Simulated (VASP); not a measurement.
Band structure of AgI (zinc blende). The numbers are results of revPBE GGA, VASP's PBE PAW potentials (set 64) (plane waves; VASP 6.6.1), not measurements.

Unless said otherwise, spin-orbit coupling is left out, though it shifts the bands of the heavy elements here.

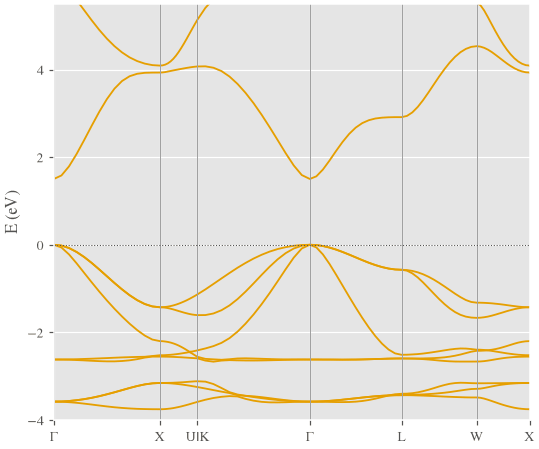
Figure. Bands along high-symmetry lines, zero at the valence-band maximum or, without a gap, the Fermi level

Question: Read the plot: is there a gap, and where are the band edges?

Answer: The gap is direct, 1.50 eV, from the valence maximum at Γ to the conduction minimum at Γ. (Edges off the drawn lines would not show.)

The compound is AgI in the zinc blende structure, whereas wurtzite is the usual form. It was relaxed first, which changed the volume by +12 %.
